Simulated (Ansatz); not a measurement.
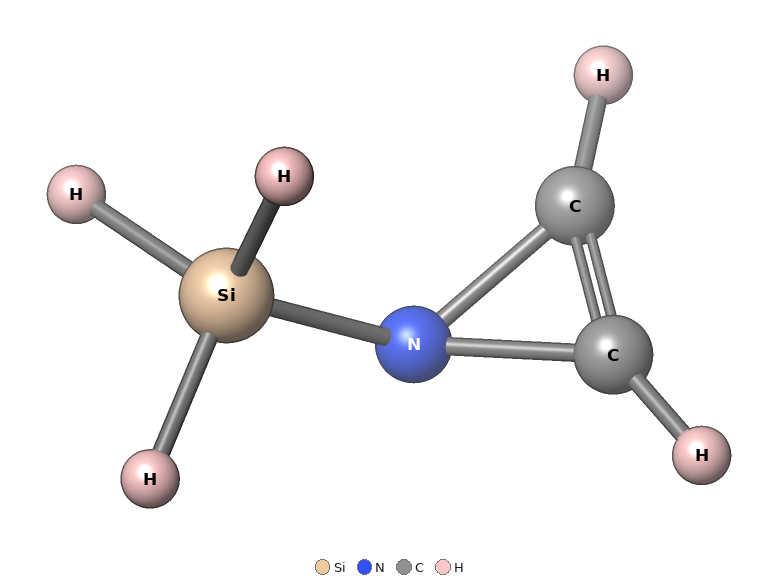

Atoms fade into the background with distance from the viewer. The geometry was computed by an optimisation with PBE0-D4/def2-TZVP. No frequency run is at hand to confirm it as a minimum.

Question: Which symmetry elements does this geometry have?

Answer: It has 1 mirror plane, so the point group is Cs. The group has 2 operations. The geometry is achiral, and symmetry allows a dipole moment.
